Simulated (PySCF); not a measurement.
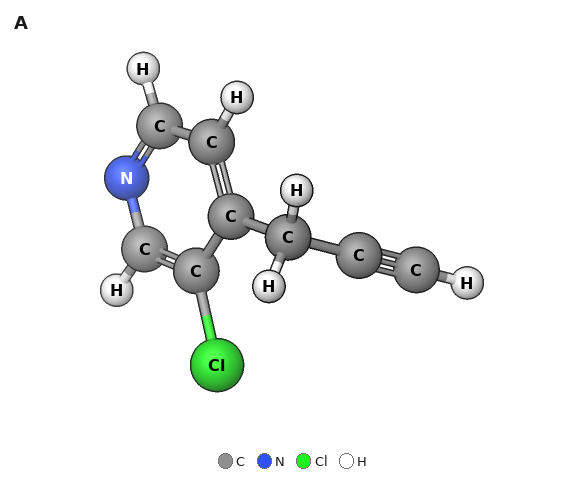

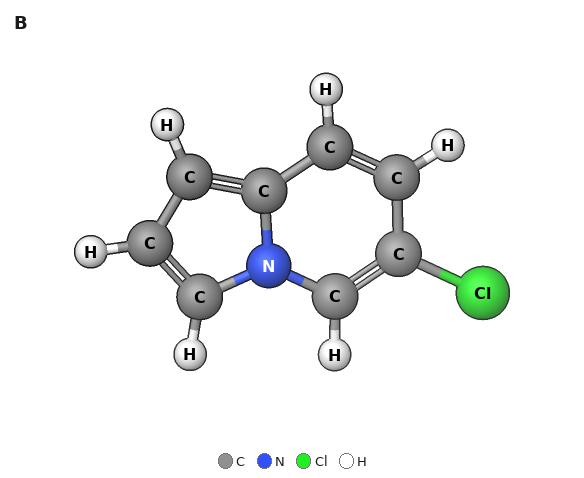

2 stationary structures of one formula. Geometries: GFN2-xTB. Electronic energies: PBE0/pcSseg-1 (PySCF 2.14.0), without zero-point energy. No frequency run is at hand to confirm each as a minimum. Each is one conformer, not always the lowest.

Are they conformers, stereoisomers or constitutional isomers?

Answer. They are constitutional isomers of C8H6ClN: A `C#CCc1ccncc1Cl`, B `Clc1ccc2cccn2c1`.

Which structure is the most stable?

Answer. B is lowest; A lies 1.893 eV above it.
